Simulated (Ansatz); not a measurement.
# WO3 (tungsten trioxide) at PBE/def2-SVPD (core potential)

What is the vertical singlet–triplet gap of WO3 (tungsten trioxide) at PBE/def2-SVPD (core potential)? 

Program for the calculation: Ansatz 0.2.0.

### 1 Starting point

The species is WO3 (4 atoms), meant as a singlet with charge 0. As SMILES, `[O]=[W](=[O])=[O]`. The coordinates come from a PBE0-D4/def2-TZVP relaxation.

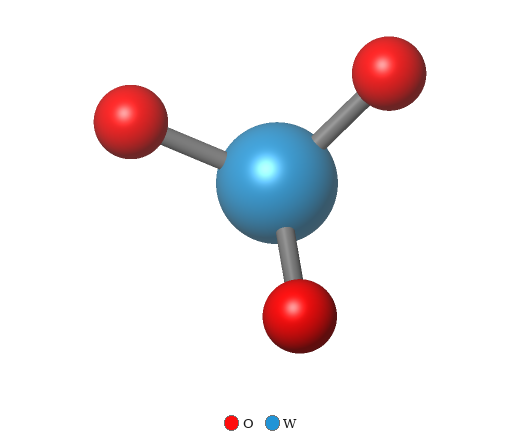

Viewed from a chosen angle; oxygen red, tungsten blue.

### 2 The energy at PBE/def2-SVPD (core potential)

input.yaml reads:

```yaml
basis:
  gaussian: {orbitals: def2-SVPD}
crystal:
  periodic: [false, false, false]
  atoms:
    - {symbol: O, position_ang: [-0.237500, 0.265200, 1.555000]}
    - {symbol: W, position_ang: [-0.366400, -0.283700, -0.065200]}
    - {symbol: O, position_ang: [1.071700, -1.143300, -0.433900]}
    - {symbol: O, position_ang: [-0.412200, 1.101500, -1.076300]}
hamiltonian: {xc: pbe}
output: {orbitals: {seedname: orbitals}}
accuracy: high
total_charge: 0
```

Command:

```console
$ ansatz run input.yaml --threads 1 --pin off --max-ram 3480MiB --events-out events.jsonl --progress --plain --runs-dir runs
```

The program printed:

```text
Warning: RAYON_NUM_THREADS=1 ignored (pool sized by the plan → 1); use --threads N
Functional definition: PBE
  name "PBE"
  parameter kappa = 0.804
  parameter beta = 0.06672455060314922
  exchange = pbe_x(kappa = kappa, mu = beta*pi^2/3)
  correlation = pbe_c(beta = beta)
2057 factors; integrals over basis functions are off by at most 2.8e-9 eV
mean field evaluation 1: about -7930.3902 eV, gradient 1.3e2 eV
mean field evaluation 2: about -7529.1612 eV, gradient 3.9e2 eV
mean field evaluation 4: about -7959.0149 eV, gradient 2.0e1 eV
mean field evaluation 8: about -7959.9190 eV, gradient 1.1e0 eV
mean field evaluation 16: about -7959.9224 eV, gradient 4.2e-5 eV
mean field -7959.92242058 eV, -292.5217535272 hartree, gradient 4.0e-8 eV, S^2 0.000000; 0 other end points of the search recorded, 0 dependent functions left out
reference -7959.92242418 eV, -292.5217536594 hartree; 19, 19 occupied and 85, 85 virtual orbitals, 2057 factors
Total energy: -7959.92242418 eV, -292.5217536594 hartree
```

Wall time 8.4 s (1 thread of Arm Neoverse V1, shared host); peak memory 0.28 GiB.

### 3 The triplet at the same level

input.yaml reads:

```yaml
crystal:
  periodic: [false, false, false]
  atoms:
    - symbol: O
      position_ang: [-0.237500, 0.265200, 1.555000]
    - symbol: W
      position_ang: [-0.366400, -0.283700, -0.065200]
    - symbol: O
      position_ang: [1.071700, -1.143300, -0.433900]
    - symbol: O
      position_ang: [-0.412200, 1.101500, -1.076300]
basis:
  gaussian:
    orbitals: def2-SVPD
magnetization:
  spin_polarized: true
  initial_magnetization: 2
hamiltonian:
  xc: pbe
accuracy: high
output: {orbitals: {seedname: orbitals}}
```

Command:

```console
$ ansatz run input.yaml --threads 1 --pin off --max-ram 3480MiB --events-out events.jsonl --progress --plain --runs-dir runs
```

The program printed, shortened:

```text
Warning: RAYON_NUM_THREADS=1 ignored (pool sized by the plan → 1); use --threads N
[... 6 set-up lines as earlier in the session ...]
2057 factors; integrals over basis functions are off by at most 2.8e-9 eV
mean field evaluation 1: about -7941.2178 eV, gradient 6.7e1 eV
mean field evaluation 2: about -7720.1606 eV, gradient 2.3e2 eV
mean field evaluation 4: about -7937.7574 eV, gradient 7.1e1 eV
mean field evaluation 8: about -7957.7829 eV, gradient 3.5e0 eV
mean field evaluation 16: about -7957.8365 eV, gradient 1.1e-2 eV
mean field evaluation 32: about -7957.5432 eV, gradient 4.9e0 eV
mean field evaluation 64: about -7957.6867 eV, gradient 8.0e-6 eV
mean field evaluation 96: about -7957.4701 eV, gradient 4.8e0 eV
mean field -7957.83654695 eV, -292.4450990850 hartree, gradient 1.9e-8 eV, S^2 2.007550; 6 other end points of the search recorded, 0 dependent functions left out
reference -7957.83655051 eV, -292.4450992158 hartree; 20, 18 occupied and 84, 86 virtual orbitals, 2057 factors
Total energy: -7957.83655051 eV, -292.4450992158 hartree
```

Run time: 58 s. Hardware: 1 thread of Arm Neoverse V1, shared host; peak memory 0.4 GiB.

### 4 Outcome

At PBE/def2-SVPD (core potential):

```
                                        quantity          value
                           singlet: total energy  -292.52175 Eh
                            singlet: HOMO energy       -7.48 eV
                            singlet: LUMO energy       -5.55 eV
                          singlet: HOMO–LUMO gap        1.93 eV
                           triplet: total energy  -292.44510 Eh
     triplet: HOMO energy (highest over α and β)       -5.74 eV
                                   triplet: ⟨S²⟩          2.008
vertical energy of the triplet above the singlet       2.086 eV
```

In words: At this shape the triplet lies 2.09 eV (48 kcal/mol) above the singlet.
